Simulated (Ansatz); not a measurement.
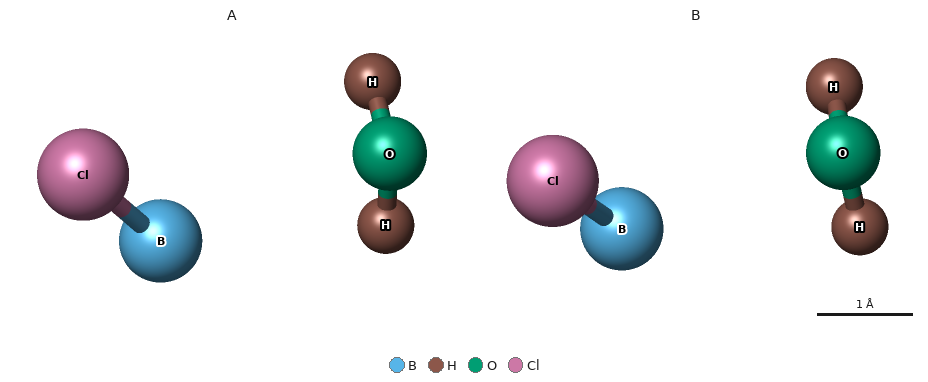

Two geometries of BH2OCl, drawn at one scale. One is the start of a relaxation, the other its converged end. A ball-and-stick model, seen at a tilt.

All numbers below come from RKS r2SCANh/def2-SVP (Ansatz 0.2.0). Settings: no spin polarisation; force threshold 0.03 eV/Å; at most 50 steps.

**Which of the two is the end point?**

Structure B is the relaxed one. The run prepares an end point of a later path (reaction) calculation, from a guessed geometry. After 4 accepted moves (5 points after the start) the energy has fallen by 0.014 eV. The largest force component goes from 0.77 to 0.0057 eV/Å. The line search rejected the trial step at point 1 of the run. The largest move after the best rigid fit is that of the B atom, 0.15 Å. By element the largest moves are B 0.15 Å, H 0.14 Å, O 0.11 Å, Cl 0.11 Å. Near-neighbour distances that change, for instance: H–O 0.983 → 0.966 Å, B–Cl 1.720 → 1.731 Å.

Limits of the set-up: the start holds two separate molecules, 2.4 Å apart at their closest, whose relative position is a soft coordinate and is computed without a dispersion correction.
